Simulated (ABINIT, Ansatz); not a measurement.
# Lattice dynamics of RbCaH3 (Pm-3m) in two programs, part 3 of 4

How does RbCaH3 (Pm-3m) vibrate, and is this structure a minimum?

ABINIT 10.8.3; DFT LDA, scalar-relativistic, plane waves, PseudoDojo norm-conserving pseudopotentials.

So far, highest frequency (cm⁻¹): step 7 (interpolated phonon bands) 1366. The relaxed cell has a = 4.397 Å (conventional setting).

## Step 8: Density of states

Sums over the zone need many more wavevectors than were solved, so the interpolation is sampled on a dense mesh.

anaddb.abi

```
ddb_filepath "all_DDB"
output_file "anaddb.abo"
outdata_prefix "anaddb"
ifcflag 1
ngqpt 2 2 2
nqshft 1
q1shft 0.0 0.0 0.0
asr 1
chneut 1
dipdip 1
dipquad 0
quadquad 0
prtdos 2
ng2qpt 10 10 10
dosdeltae 4.5563e-06
ntemper 11
temperinc 100.0
tempermin 0.0
```

Run with:

```sh
OMP_NUM_THREADS=1 anaddb anaddb.abi > anaddb.log
```

anaddb.abo, the main output file:

```text
-outvars_anaddb: echo values of input variables ----------------------

 Flags :
     ifcflag         1
 Miscellaneous information :
         asr         1
 Interatomic Force Constants Inputs :
      dipdip         1
     dipquad         0
    quadquad         0
      ifcana         0
      ifcout         0
 Description of grid 1 :
        brav         1
       ngqpt         2         2         2
      nqshft         1
      q1shft
                     0.00000000E+00  0.00000000E+00  0.00000000E+00
 Phonon DOS information :
   dosdeltae  4.55630000E-06
    dossmear  4.55633525E-06
 Description of grid 2 (Fourier interp. or BZ sampling):
      ng2qpt        10        10        10
      ngrids         4
      q2shft         0.00000000E+00  0.00000000E+00  0.00000000E+00

================================================================================

 read the DDB information and perform some checks

  ==== Info on the Cryst% object ====
 Real(R)+Recip(G) space primitive vectors, cartesian coordinates (Bohr,Bohr^-1):
 R(1)=  8.3091387  0.0000000  0.0000000  G(1)=  0.1203494  0.0000000  0.0000000
 R(2)=  0.0000000  8.3091387  0.0000000  G(2)=  0.0000000  0.1203494  0.0000000
 R(3)=  0.0000000  0.0000000  8.3091387  G(3)=  0.0000000  0.0000000  0.1203494
 Unit cell volume ucvol=  5.7367778E+02 bohr^3
 Angles (23,13,12)=  9.00000000E+01  9.00000000E+01  9.00000000E+01 degrees
 Time-reversal symmetry is present
 Reduced atomic positions [iatom, xred, symbol]:
    1)    0.0000000  0.0000000  0.0000000  Rb
    2)    0.5000000  0.5000000  0.5000000  Ca
    3)    0.0000000  0.5000000  0.5000000   H
    4)    0.5000000  0.0000000  0.5000000   H
    5)    0.5000000  0.5000000  0.0000000   H

 DDB file with 4 blocks has been read.

================================================================================

 Dielectric Tensor and Effective Charges

 anaddb : Zero the imaginary part of the Dynamical Matrix at Gamma,
   and impose the ASR on the effective charges

 The violation of the charge neutrality conditions
 by the effective charges is as follows :
    atom        electric field
 displacement     direction
       1               1        0.000377        0.000000
       1               2        0.000000        0.000000
       1               3        0.000000        0.000000
       2               1        0.000000        0.000000
       2               2        0.000377        0.000000
       2               3        0.000000        0.000000
       3               1        0.000000        0.000000
       3               2        0.000000        0.000000
       3               3        0.000377        0.000000

 Effective charge tensors after
 imposition of the charge neutrality (if requested by user),
 and eventual restriction to some part :
   atom    displacement
         1         1    1.088274E+00    0.000000E+00    0.000000E+00
         1         2    0.000000E+00    1.088274E+00    0.000000E+00
         1         3    0.000000E+00    0.000000E+00    1.088274E+00
         2         1    1.737841E+00    0.000000E+00    0.000000E+00
         2         2    0.000000E+00    1.737841E+00    0.000000E+00
         2         3    0.000000E+00    0.000000E+00    1.737841E+00
         3         1   -1.069143E+00    0.000000E+00    0.000000E+00
         3         2    0.000000E+00   -8.784859E-01    0.000000E+00
         3         3    0.000000E+00    0.000000E+00   -8.784859E-01
         4         1   -8.784859E-01    0.000000E+00    0.000000E+00
         4         2    0.000000E+00   -1.069143E+00    0.000000E+00
         4         3    0.000000E+00    0.000000E+00   -8.784859E-01
         5         1   -8.784859E-01    0.000000E+00    0.000000E+00
         5         2    0.000000E+00   -8.784859E-01    0.000000E+00
         5         3    0.000000E+00    0.000000E+00   -1.069143E+00
 Now, the imaginary part of the dynamical matrix is zeroed

================================================================================

 Calculation of the interatomic forces

       Homogeneous q point set in the B.Z.
 Grid q points  :        8
  1)   0.00000000E+00  0.00000000E+00  0.00000000E+00
  2)   5.00000000E-01  0.00000000E+00  0.00000000E+00
  3)   0.00000000E+00  5.00000000E-01  0.00000000E+00
  4)   5.00000000E-01  5.00000000E-01  0.00000000E+00
  5)   0.00000000E+00  0.00000000E+00  5.00000000E-01
  6)   5.00000000E-01  0.00000000E+00  5.00000000E-01
  7)   0.00000000E+00  5.00000000E-01  5.00000000E-01
  8)   5.00000000E-01  5.00000000E-01  5.00000000E-01

 The interatomic forces have been obtained

================================================================================

 Calculation of phonon density of states

 Average speed of sound partial sums:     0.1393299957E-02 (at units)
-                                   =           3.0481 [km/s]

 Debye frequency from partial sums:     0.6535903061E-03 (Ha)
-                                 =     0.4300417627E+01 (THz)
-Debye temperature from partial sums:     0.2063874951E+03 (K)

 Average speed of sound:     0.1487956724E-02 (at units)
-                      =           3.2552 [km/s]

 Debye frequency from DOS:     0.6979933398E-03 (Ha)
-                        =     0.4592575555E+01 (THz)
-Debye temperature from DOS:     0.2204088642E+03 (K)

-
```

Elapsed: 2.4 s, on 1 thread of Arm Neoverse V2, shared host.

This step gave:

```yaml
share_of_modes_beyond_3i_cm_minus1_on_the_dense_interpolated_mesh: 0
zero_point_energy_per_atom: 88.75 meV
heat_capacity_at_300_k: 16.96 J/(mol atoms K)
vibrational_entropy_at_300_k: 22.04 J/(mol atoms K)
```

The phonon density of states has structure finer than the step of the table below, so its rows give means over 100 cm⁻¹, whole bins alone (the curve runs from -30 to 1392 cm⁻¹). Peaks (cm⁻¹: height): 60.0: 0.147, 195.0: 0.0574, 393.0: 0.0251, 663.0: 0.0497, 1212.0: 0.118, 1320.0: 0.0219.

Tetrahedra. The phonon density of states by wavenumber; means over each step:

```csv
wavenumber (cm⁻¹),phonon density of states (1/cm⁻¹/cell)
100,0.0387
200,0.0219
300,0.0108
400,0.0204
500,0.0125
600,0.00551
700,0.00744
800,0
900,0
1000,0
1100,0
1200,0.0207
1300,0.00902
```

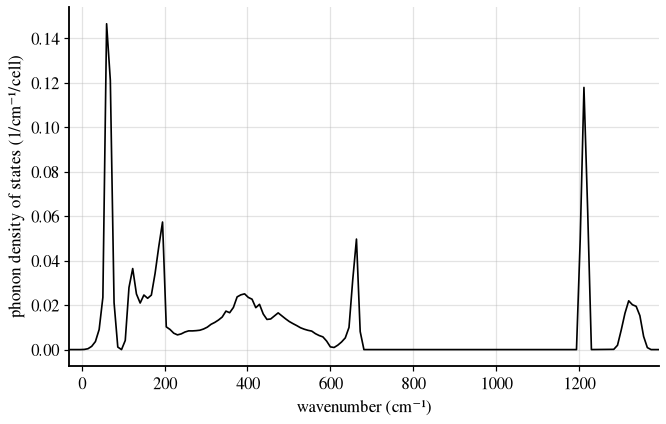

Phonon density of states against wavenumber.

Harmonic thermodynamic functions per atom, summed over the density of states scaled to three modes an atom; melting is ignored. Thermodynamic functions:

```csv
T (K),F_vib (meV/atom),S (J/mol-atom/K),C_V (J/mol-atom/K)
0,88.75,0,0
50,88.24,3.022,4.979
100,85.41,7.805,8.994
200,73.03,15.75,14.04
300,53.33,22.04,16.96
400,27.73,27.21,18.93
500,-2.8,31.59,20.34
600,-37.55,35.4,21.37
700,-76.01,38.75,22.11
800,-117.8,41.74,22.66
900,-162.4,44.43,23.07
1000,-209.8,46.88,23.38
```

At 300 K the heat capacity has reached 68 % of the Dulong-Petit value.

## Step 9: Zone-centre analysis

anaddb reads the merged derivatives, imposes the acoustic sum rule and charge neutrality, and adds the LO-TO term along chosen directions.

anaddb.abi

```
ddb_filepath "gamma_DDB"
output_file "anaddb.abo"
outdata_prefix "anaddb"
asr 1
chneut 1
enunit 2
eivec 1
nph1l 1
qph1l 0.0 0.0 0.0 1.0
dieflag 1
nph2l 3
qph2l 
    1.0 0.0 0.0 0.0
    0.0 0.0 1.0 0.0
    1.0 1.0 1.0 0.0
```

mrgddb.in

```
gamma_DDB
merged
2
dfpt_gammao_DS2_DDB
gso_DDB
```

Run with:

```sh
mrgddb < mrgddb.in > mrgddb.log
OMP_NUM_THREADS=1 anaddb anaddb.abi > anaddb.log
```

anaddb.abo, the main output file:

```text
[banners, grids, parts of the stress and lines that vanish by symmetry left out]
-outvars_anaddb: echo values of input variables ----------------------

 Flags :
[...]
Dielectric Tensor and Effective Charges
[...]
Effective charge tensors after
[...]
Phonon wavevector (reduced coordinates) :  0.00000  0.00000  0.00000
 Phonon energies in Hartree :
[...]
Phonon energies in meV     :
-  0.000000E+00  0.000000E+00  0.000000E+00  1.343503E+01  1.343503E+01
-  1.343503E+01  4.335314E+01  4.335314E+01  4.335314E+01  5.033369E+01
-  5.033369E+01  5.033369E+01  1.496010E+02  1.496010E+02  1.496010E+02
 Phonon frequencies in cm-1    :
-  0.000000E+00  0.000000E+00  0.000000E+00  1.083608E+02  1.083608E+02
-  1.083608E+02  3.496667E+02  3.496667E+02  3.496667E+02  4.059686E+02
-  4.059686E+02  4.059686E+02  1.206614E+03  1.206614E+03  1.206614E+03
 Phonon frequencies in Thz     :
-  0.000000E+00  0.000000E+00  0.000000E+00  3.248576E+00  3.248576E+00
-  3.248576E+00  1.048274E+01  1.048274E+01  1.048274E+01  1.217063E+01
-  1.217063E+01  1.217063E+01  3.617337E+01  3.617337E+01  3.617337E+01
 Phonon energies in Kelvin  :
-  0.000000E+00  0.000000E+00  0.000000E+00  1.559071E+02  1.559071E+02
-  1.559071E+02  5.030923E+02  5.030923E+02  5.030923E+02  5.840982E+02
-  5.840982E+02  5.840982E+02  1.736048E+03  1.736048E+03  1.736048E+03
[...]
-  1  0.00000000E+00  0.00000000E+00 -2.06562242E-03
-     0.00000000E+00  0.00000000E+00  0.00000000E+00
-  2  0.00000000E+00  0.00000000E+00 -2.06562003E-03
-     0.00000000E+00  0.00000000E+00  0.00000000E+00
-  3  0.00000000E+00  0.00000000E+00 -2.06561985E-03
-     0.00000000E+00  0.00000000E+00  0.00000000E+00
-  4  0.00000000E+00  0.00000000E+00 -2.06561985E-03
-     0.00000000E+00  0.00000000E+00  0.00000000E+00
-  5  0.00000000E+00  0.00000000E+00 -2.06561955E-03
-     0.00000000E+00  0.00000000E+00  0.00000000E+00
[...]
-  1  2.31765405E-07 -2.06562241E-03  0.00000000E+00
-     0.00000000E+00  0.00000000E+00  0.00000000E+00
-  2  2.31765137E-07 -2.06562002E-03  0.00000000E+00
-     0.00000000E+00  0.00000000E+00  0.00000000E+00
-  3  2.31765083E-07 -2.06561984E-03  0.00000000E+00
-     0.00000000E+00  0.00000000E+00  0.00000000E+00
-  4  2.31765118E-07 -2.06561954E-03  0.00000000E+00
-     0.00000000E+00  0.00000000E+00  0.00000000E+00
-  5  2.31765118E-07 -2.06561984E-03  0.00000000E+00
-     0.00000000E+00  0.00000000E+00  0.00000000E+00
[...]
-  1  2.06562241E-03  2.31765398E-07  0.00000000E+00
-     0.00000000E+00  0.00000000E+00  0.00000000E+00
-  2  2.06562002E-03  2.31765130E-07  0.00000000E+00
-     0.00000000E+00  0.00000000E+00  0.00000000E+00
-  3  2.06561954E-03  2.31765110E-07  0.00000000E+00
-     0.00000000E+00  0.00000000E+00  0.00000000E+00
-  4  2.06561984E-03  2.31765076E-07  0.00000000E+00
-     0.00000000E+00  0.00000000E+00  0.00000000E+00
[...]
-  5  1.06886316E-03  0.00000000E+00  0.00000000E+00
-     0.00000000E+00  0.00000000E+00  0.00000000E+00
[...]
-     1          0.000000     0.000000    -0.000001     0.000001
-     2          0.000000    -0.000001    -0.000000     0.000001
[...]
-   1     Real    0.0000E+00  0.0000E+00  0.0000E+00  0.0000E+00  0.0000E+00  0.0000E+00  0.0000E+00
[...]
-   2     Real    0.0000E+00  0.0000E+00  0.0000E+00  0.0000E+00  0.0000E+00  0.0000E+00  0.0000E+00
[...]
-   3     Real    0.0000E+00  0.0000E+00  0.0000E+00  0.0000E+00  0.0000E+00  0.0000E+00  0.0000E+00
[...]
-   4     Real    0.0000E+00  0.0000E+00  2.3017E-05  0.0000E+00 -4.0440E-11 -9.2745E-11  2.3017E-05
[...]
-   5     Real    1.1377E-13  2.3017E-05  0.0000E+00 -1.6182E-09  0.0000E+00  9.2742E-11  2.3017E-05
[...]
-   6     Real    2.3017E-05  1.1377E-13  0.0000E+00  1.6182E-09  4.0447E-11  0.0000E+00  2.3017E-05
[...]
-   7     Real    0.0000E+00  0.0000E+00  0.0000E+00  0.0000E+00  0.0000E+00  0.0000E+00  0.0000E+00
[...]
-   8     Real    0.0000E+00  0.0000E+00  0.0000E+00  0.0000E+00  0.0000E+00  0.0000E+00  0.0000E+00
[...]
-   9     Real    0.0000E+00  0.0000E+00  0.0000E+00  0.0000E+00  0.0000E+00  0.0000E+00  0.0000E+00
[...]
-  10     Real    1.2154E-12  7.2730E-13  9.2807E-04 -9.4021E-13  3.3586E-08 -2.5981E-08  9.2807E-04
[...]
-  11     Real    7.0901E-12  9.2807E-04  7.2714E-13  8.1118E-08  2.2706E-12  2.5978E-08  9.2807E-04
[...]
-  12     Real    9.2807E-04  7.0900E-12  1.2156E-12 -8.1117E-08 -3.3588E-08  2.9358E-12  9.2807E-04
[...]
-  13     Real    0.0000E+00  0.0000E+00  5.6002E-04  0.0000E+00  0.0000E+00  0.0000E+00  5.6002E-04
[...]
-  14     Real    9.7567E-14  5.6002E-04  0.0000E+00 -7.3918E-09  0.0000E+00  0.0000E+00  5.6002E-04
[...]
-  15     Real    5.6002E-04  9.7567E-14  0.0000E+00  7.3918E-09  0.0000E+00  0.0000E+00  5.6002E-04
[...]
Phonon at Gamma, with non-analyticity in the
[...]
Phonon energies in Hartree :
[...]
Phonon energies in meV     :
[...]
Phonon frequencies in cm-1    :
[...]
Phonon frequencies in Thz     :
[...]
Phonon energies in Kelvin  :
[...]
-  1.707612E+02  5.030923E+02  5.030923E+02  5.030923E+02  5.840982E+02
-  5.840982E+02  9.236683E+02  1.736048E+03  1.736048E+03  1.858133E+03
[...]
-  1  0.00000000E+00  0.00000000E+00 -2.06562242E-03
-     0.00000000E+00  0.00000000E+00  0.00000000E+00
-  2  0.00000000E+00  0.00000000E+00 -2.06562003E-03
-     0.00000000E+00  0.00000000E+00  0.00000000E+00
-  3  0.00000000E+00  0.00000000E+00 -2.06561985E-03
-     0.00000000E+00  0.00000000E+00  0.00000000E+00
-  4  0.00000000E+00  0.00000000E+00 -2.06561985E-03
-     0.00000000E+00  0.00000000E+00  0.00000000E+00
-  5  0.00000000E+00  0.00000000E+00 -2.06561955E-03
-     0.00000000E+00  0.00000000E+00  0.00000000E+00
[...]
Phonon at Gamma, with non-analyticity in the
[...]
Phonon energies in Hartree :
[...]
Phonon energies in meV     :
-  0.000000E+00  0.000000E+00  0.000000E+00  1.343503E+01  1.343503E+01
-  1.471506E+01  4.335314E+01  4.335314E+01  4.335314E+01  5.033369E+01
-  5.033369E+01  7.959557E+01  1.496010E+02  1.496010E+02  1.601215E+02
 Phonon frequencies in cm-1    :
-  0.000000E+00  0.000000E+00  0.000000E+00  1.083608E+02  1.083608E+02
[...]
Phonon frequencies in Thz     :
[...]
Phonon energies in Kelvin  :
[...]
Phonon at Gamma, with non-analyticity in the
[...]
Phonon energies in Hartree :
[...]
Phonon energies in meV     :
[...]
Phonon frequencies in cm-1    :
[...]
Phonon frequencies in Thz     :
[...]
Phonon energies in Kelvin  :
[...]
-  1.707612E+02  5.030923E+02  5.030923E+02  5.030923E+02  5.840982E+02
-  5.840982E+02  9.236683E+02  1.736048E+03  1.736048E+03  1.858133E+03
[...]
-  4  8.49821644E-04  1.28812002E-02 -2.52903256E-04
-     0.00000000E+00  0.00000000E+00  0.00000000E+00
-  5  8.49821644E-04 -5.96918389E-04  5.45752572E-03
-     0.00000000E+00  0.00000000E+00  0.00000000E+00
[...]
Direction                     Dielectric constant
[...]
0.00000   0.00000   1.00000     11.86962776
   1.00000   1.00000   1.00000     11.86962776
-
```

Wall time 0.49 s (1 thread).

Read from the output:

```
mean static dielectric constant      : 11.87
highest mode moved by the LO-TO term : 1291 cm⁻¹
```

No LO-TO term; unit eigenvectors of the mass-weighted matrix, from anaddb's displacements. The modes at Γ (shares of kinetic energy by element, %):

```csv
mode,frequency (cm⁻¹),symmetry,Rb %,Ca %,H %
1,0.0,acoustic,66,31,2
2,0.0,acoustic,66,31,2
3,0.0,acoustic,66,31,2
4,108.4,T1u,34,62,5
5,108.4,T1u,34,62,5
6,108.4,T1u,34,62,5
7,349.7,T2u,0,0,100
8,349.7,T2u,0,0,100
9,349.7,T2u,0,0,100
10,406.0,T1u,0,5,95
11,406.0,T1u,0,5,95
12,406.0,T1u,0,5,95
13,1206.6,T1u,0,2,98
14,1206.6,T1u,0,2,98
15,1206.6,T1u,0,2,98
```

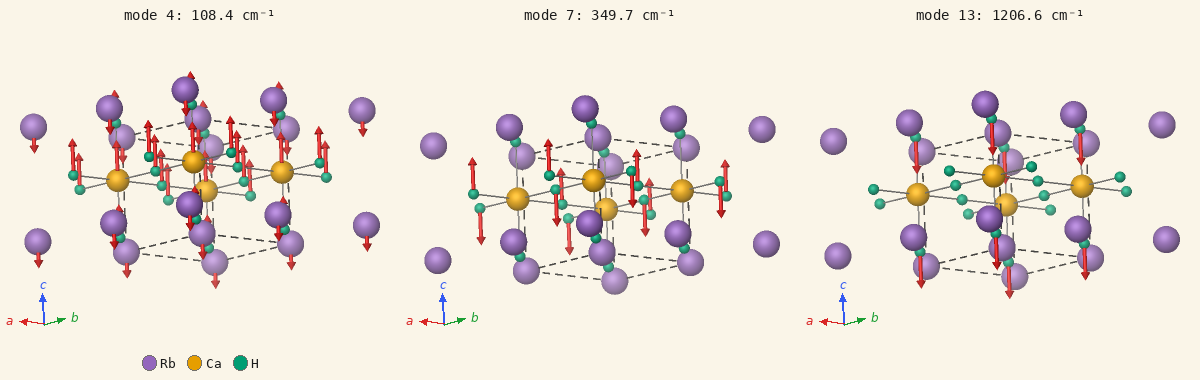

Displacement patterns of modes 4, 7 and 13 at Γ; arrows are exaggerated. 2×2×1 cells are drawn. Some periodic images of atoms are drawn too.

Trace of the oscillator strength, degenerate modes summed. Infrared lines, with heights relative to the strongest:

```
position (cm⁻¹)  lines merged  IR intensity, relative
            108             3                     2.5
            350             3                     0.0
            406             3                     100
           1207             3                      60
```

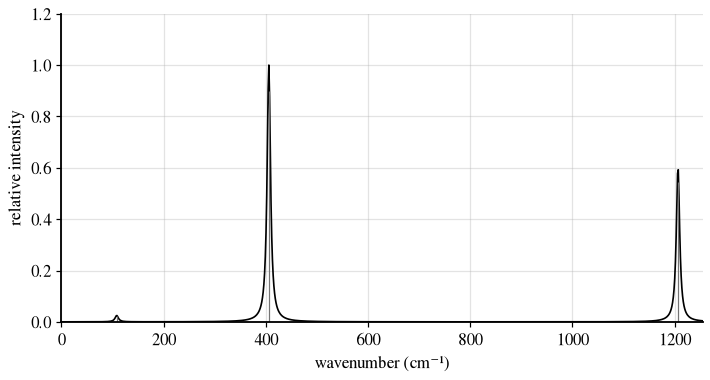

The infrared spectrum, broadened with Lorentzians of width 8 cm⁻¹; bars mark the lines.

Static dielectric tensor (ions relaxed, fixed cell):

```
11.87  0.00  0.00
 0.00 11.87  0.00
 0.00  0.00 11.87
```

(Continued in part 4 of 4.)

[Host names and launcher messages were left out of these logs when they were recorded.]

[Logs are printed without paths, hosts, clocks, repeated set-up lines and the standing remarks that a program may print on its own settings, such as how far it seeks lower states.]

[Hosts, paths, dates, database ids (printed as entryN), source tags and the programs' standing remarks are cut or masked in the printed files.]
